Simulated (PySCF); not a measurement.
## Excited-state calculation of C₅H₁₀Si

- system: C₅H₁₀Si
- method: TDDFT CAM-B3LYP/def2-SVPD, vertical, gas phase, core orbitals frozen in the response (PySCF 2.14.0)

The geometry comes from this level: GFN2-xTB. It belongs to a series of runs on one base structure; here: constitutional isomer.

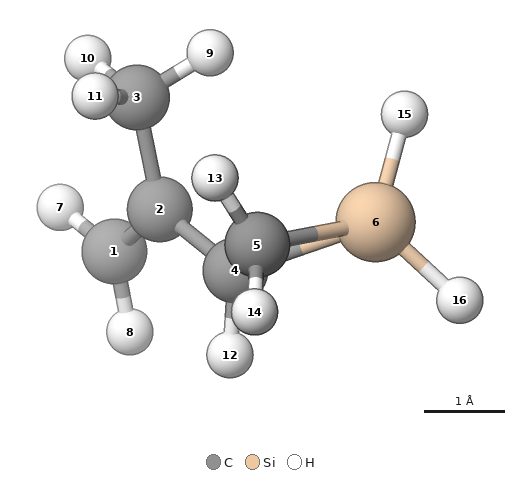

*The structure (ball-and-stick view, seen at a tilt; atoms are numbered from 1 in the order of the input).*

**The input**
```
{"job": {"kind": "uv", "xc": "CAM-B3LYP", "basis": "def2-SVPD", "nstates": 8, "ntriplets": 3}, "charge": 0, "multiplicity": 1}
C     -1.644199     0.837970    -1.217526
C     -0.837899     0.155271    -0.408624
C     -1.388860    -0.680813     0.707559
C      0.620344     0.221225    -0.565719
C      1.548513    -0.892937    -0.056679
Si     1.794574     0.729713     0.851143
H     -2.714536     0.823716    -1.103834
H     -1.260101     1.437672    -2.025576
H     -0.927242    -0.412384     1.656623
H     -2.464210    -0.544824     0.789120
H     -1.191737    -1.737092     0.525139
H      0.902767     0.610400    -1.539057
H      1.071088    -1.722878     0.443372
H      2.282836    -1.239050    -0.771449
H      1.263894     0.866097     2.195045
H      2.937168     1.556858     0.509054
```

The first line tells a small driver script what to run in PySCF; the rest is the geometry in Å.

Run on 1 CPU thread, shared host.

Command:
```bash
OMP_NUM_THREADS=1 python <driver script> task.json out
```

**Output**
```
coarse grid: 13256 points
cycle   1  E = -485.5123252210  dE =  7.520e-01  |g| = 3.707e-01  |ddm| = 6.801e+00
cycle   2  E = -485.5235788306  dE = -1.125e-02  |g| = 3.354e-01  |ddm| = 1.382e+00
cycle   3  E = -485.5552070151  dE = -3.163e-02  |g| = 3.657e-02  |ddm| = 6.416e-01
cycle   4  E = -485.5555016990  dE = -2.947e-04  |g| = 2.372e-02  |ddm| = 1.352e-01
cycle   5  E = -485.5556483180  dE = -1.466e-04  |g| = 4.225e-03  |ddm| = 4.981e-02
cycle   6  E = -485.5556526003  dE = -4.282e-06  |g| = 1.509e-03  |ddm| = 1.051e-02
final grid: 121688 points
cycle   7  E = -485.6351131373  dE = -3.318e-05  |g| = 3.177e-03  |ddm| = 1.134e-01
cycle   8  E = -485.6351135500  dE = -4.127e-07  |g| = 3.010e-03  |ddm| = 1.558e-02
cycle   9  E = -485.6351158407  dE = -2.291e-06  |g| = 2.902e-04  |ddm| = 4.999e-03
cycle  10  E = -485.6351158568  dE = -1.614e-08  |g| = 1.661e-04  |ddm| = 9.360e-04
cycle  11  E = -485.6351158641  dE = -7.338e-09  |g| = 3.756e-05  |ddm| = 3.990e-04
cycle  12  E = -485.6351158645  dE = -3.918e-10  |g| = 9.747e-06  |ddm| = 9.777e-05
```

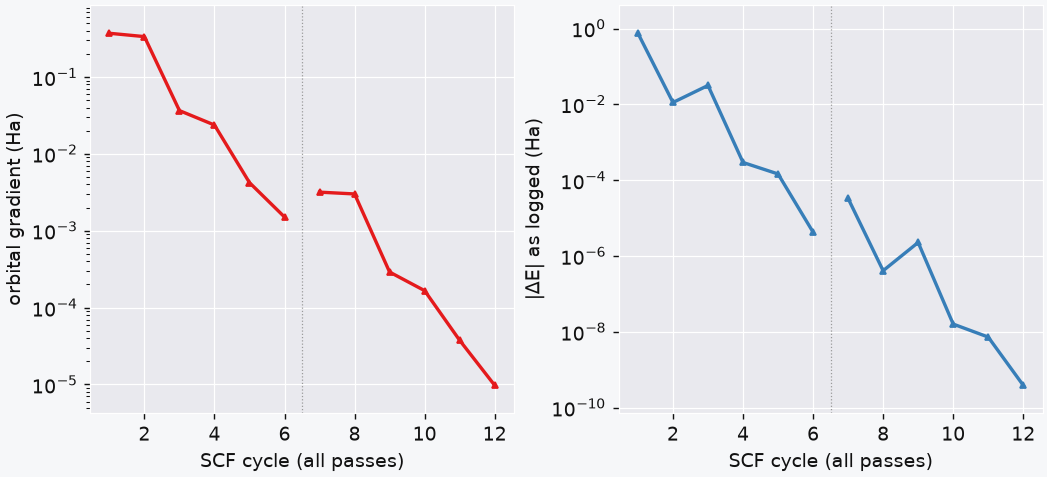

*Convergence of the self-consistent field: orbital gradient and size of the energy change against the SCF cycle. The dotted line marks the change from a coarse to the final integration grid.*

The first 6 cycles use a coarse grid, the final grid takes over at cycle 7, and the field converges after 12 cycles in all.

```
converged SCF energy = -485.6351158645

Static polarisability (au): isotropic 89.231, principal 75.267 80.422 112.004

Singlet excitations
state   eV       nm        f      main configurations
  1   5.5087    225.1   0.29008   H->L 0.94
  2   5.9004    210.1   0.00957   H->L+1 0.75, H->L+3 0.08
  3   6.2673    197.8   0.12025   H->L+3 0.44, H->L+2 0.43
  4   6.3918    194.0   0.01511   H->L+2 0.40, H->L+3 0.23, H->L+1 0.14
  5   6.5605    189.0   0.05085   H->L+4 0.52, H->L+5 0.20, H-1->L 0.10
  6   6.7588    183.4   0.02136   H->L+5 0.32, H->L+4 0.28, H->L+3 0.13
  7   6.9348    178.8   0.01442   H-1->L 0.59, H->L+5 0.17, H->L+6 0.11
  8   7.1597    173.2   0.04710   H->L+6 0.74, H-1->L 0.10

Triplet excitations (Tamm-Dancoff, eV): 3.8719 4.7981 5.7803
```

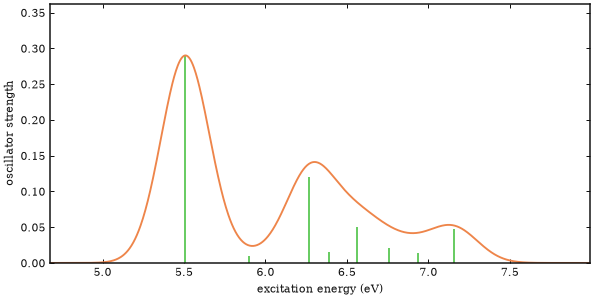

*Computed excitations as sticks (degenerate states added up, dark ones marked on the axis), with a Gaussian envelope of 0.35 eV full width at half maximum, scaled to the tallest.*

Of the 8 states the lowest lies at 5.51 eV (f = 0.290); the strongest line is at 5.51 eV, or 225 nm (f = 0.290).

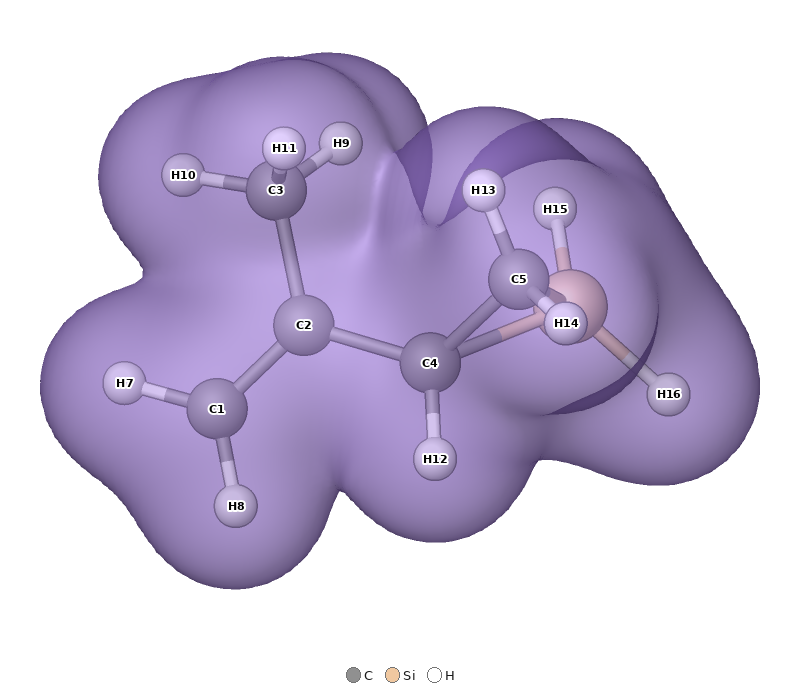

*Isosurface of the total electron density at 0.05 e/Å³ (purple), seen face on.*

At this value the surface is in one piece. On the grid the lowest density along these lines, outside the cores, is 2.3 e/Å³ (C–C, 1.33 Å), 0.72 e/Å³ (C–Si, 1.88 Å), 1.9 e/Å³ (C–H, 1.08 Å) and 1.8 e/Å³ (C–C, 1.47 Å).

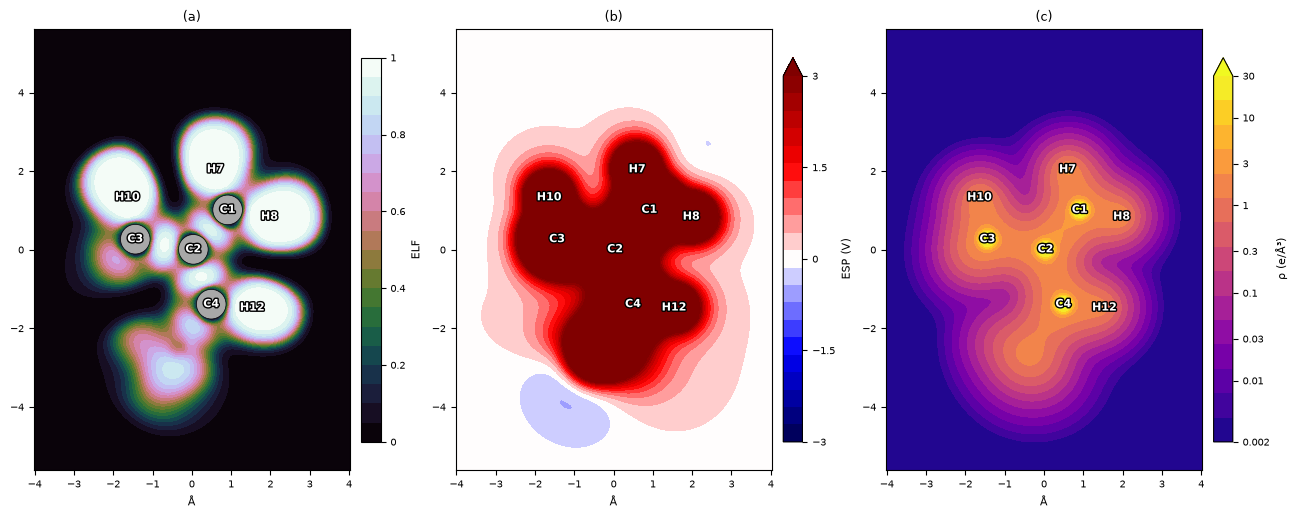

*(a) ELF; (b) molecular electrostatic potential; (c) electron density on the plane of atoms C2, C1 and H8. Grey discs, where drawn, cover atomic cores.*

The section cuts through C and H sites. C–C (1.33 Å): ρ is about 2.3 e/Å³ halfway; the ELF peaks at about 0.95 between the atoms; a multiple bond by its length, whose ELF region spreads away from the axis.

**Summary**

- outcome: converged
- total energy: −485.635116 hartree
- HOMO: −7.34 eV
- LUMO: 0.84 eV
- dipole moment: 0.89 D
- mean polarisability: 89.23 a.u.
- lowest singlet excitation: 5.51 eV
- wall time: 60 s
- peak memory: 0.93 GiB
